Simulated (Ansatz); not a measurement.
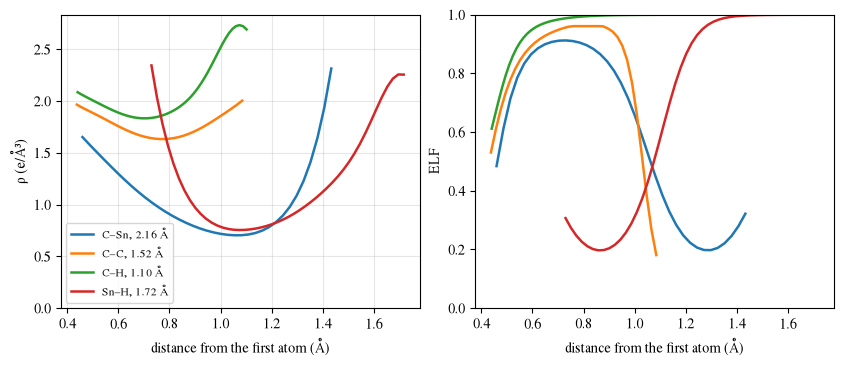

Figure 1: C₂H₈Sn (SMILES C[CH2][SnH3]). Electron density and electron localisation function along straight lines between neighbouring atoms. The curves leave out the atomic cores.

Geometry: PBE0-D3(BJ)/def2-SVP; core potentials replace the inner electrons of Sn.

Theory: isolated molecule in a Gaussian basis; Kohn-Sham density functional theory, functional PBE0 (Ansatz).

```xyz
11

C     1.4295    1.5927   -1.2627
C     1.3951    1.5380    0.2582
Sn   -0.6047    1.4626    1.0793
H     2.4642    1.6301   -1.6424
H     0.9503    0.7106   -1.7165
H     0.9094    2.4818   -1.6537
H     1.9312    0.6533    0.6374
H     1.8905    2.4173    0.7000
H    -0.5574    1.3979    2.7940
H    -1.4832    2.8576    0.5968
H    -1.4218    0.0715    0.4897
```

What can be read from the curves?

C–Sn (2.16 Å): ρ at the midpoint is about 0.7 e/Å³; the ELF peaks at about 0.90 in the valence shell of C, 0.7 Å from its nucleus, and drops to about 0.20 between the two atoms.
C–C (1.52 Å): the density is about 1.6 e/Å³ at the midpoint; the ELF peaks at about 0.95 between the atoms; localised, covalent bonding.
C–H (1.10 Å): ρ is about 1.9 e/Å³ halfway; the ELF climbs to about 1 towards the hydrogen, as it does in any bond to H: a covalent bond by its length.
Sn–H (1.72 Å): ρ at the midpoint is about 1.1 e/Å³; the ELF climbs to about 1 towards the hydrogen.
